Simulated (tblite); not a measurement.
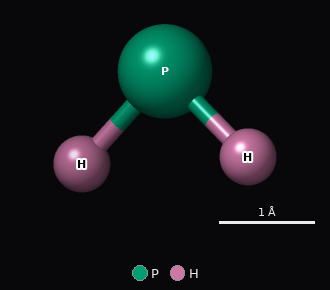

Figure 1. The structure as given in the input (ball-and-stick view, seen at a tilt).

# Run report: PH2 (charge −1), frequency calculation

- system: PH2 (phosphanide), charge −1, SMILES [PH2-]
- method: GFN2-xTB harmonic vibrations, gas phase (tblite 0.8.0)

Input:
```
{"job": {"kind": "ir", "xc": "GFN2-xTB", "basis": "xTB"}, "charge": -1, "multiplicity": 1}
P      0.004575     0.626733    -0.002311
H     -0.956154    -0.313328    -0.010493
H      0.963059    -0.315943     0.000250
```

The first line tells a small driver script what to run in tblite; the rest is the geometry in Å.

Command:
```bash
OMP_NUM_THREADS=1 python <driver script> task.json out
```

Log:
```
mode    cm-1     km/mol
  1    1217.6     11.32
  2    2430.7    441.88
  3    2636.7    230.64
```

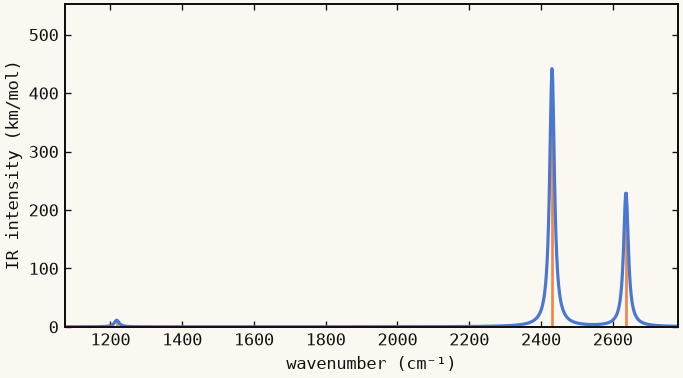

Figure 2. Harmonic infrared spectrum, unscaled: sticks (degenerate modes added up, dark ones marked on the axis) with a Lorentzian envelope of 16 cm⁻¹ full width, scaled to the tallest stick. 3 modes from 1218 to 2637 cm⁻¹, none imaginary. The strongest line is at 2431 cm⁻¹ (442 km/mol). All modes, in cm⁻¹ (km/mol): 1218 (11.3), 2431 (442), 2637 (231).

Key numbers:

| quantity | value |
| --- | --- |
| outcome | converged |
| total energy | −100.7441 eV |
| zero-point energy | 8.9850 kcal/mol |
| hardware | 1 CPU thread, shared host |
| peak memory | 0.18 GiB |
